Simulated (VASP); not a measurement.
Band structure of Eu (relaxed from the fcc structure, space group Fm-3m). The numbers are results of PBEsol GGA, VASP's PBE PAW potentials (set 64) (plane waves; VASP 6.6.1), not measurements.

The 4f electrons are frozen in the core of the lanthanide potential, so 4f levels, which can set the real gap, and their magnetism are missing.

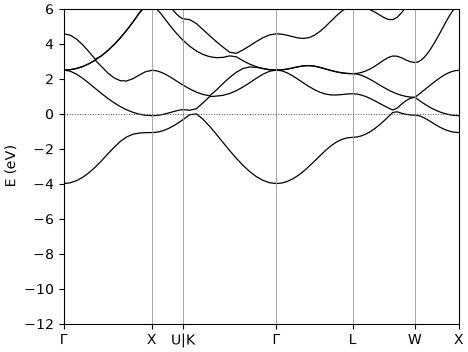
*Bands along high-symmetry lines, zero at the valence-band maximum or, without a gap, the Fermi level*

Read the plot: is there a gap, and where are the band edges?

It has no gap at this level: it comes out as a metal or semimetal. (Edges off the drawn lines would not show.)

The structure was generated: Eu was put into the fcc type (Fm-3m), which need not be its known phase. It was relaxed first, which changed the volume by -16 %.
